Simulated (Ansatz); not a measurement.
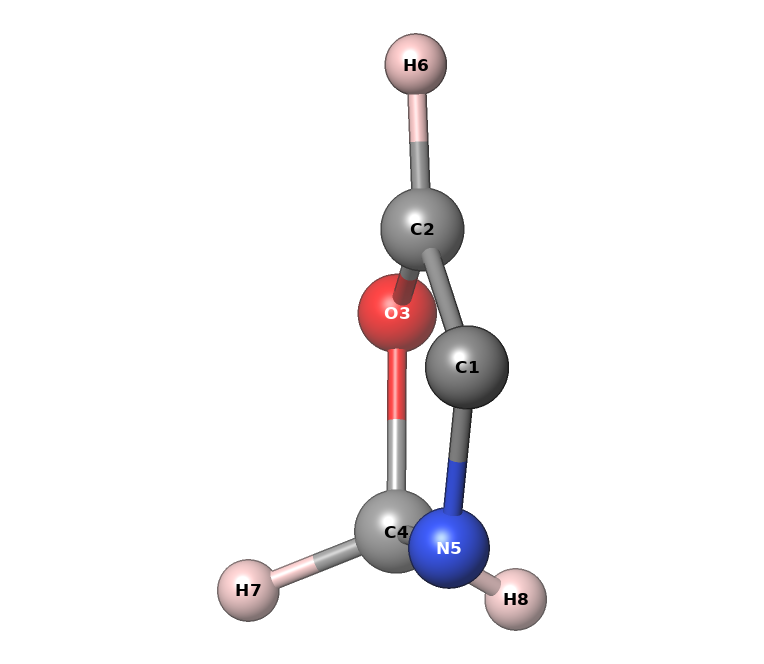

C4 lies behind N5. The molecule seen a little off the N5–C4 bond, N5 in front. Depth is shown by fading: the farther an atom, the more it takes the colour of the background. The computed structure is the end point of a PBE-D4/def2-SVP optimisation. No frequency run is at hand to confirm it as a minimum.

Q: What is the torsion angle C1–N5–C4–O3? The sign is positive where the front bond must turn clockwise to cover the back bond.

A: 5°, synperiplanar (eclipsed).
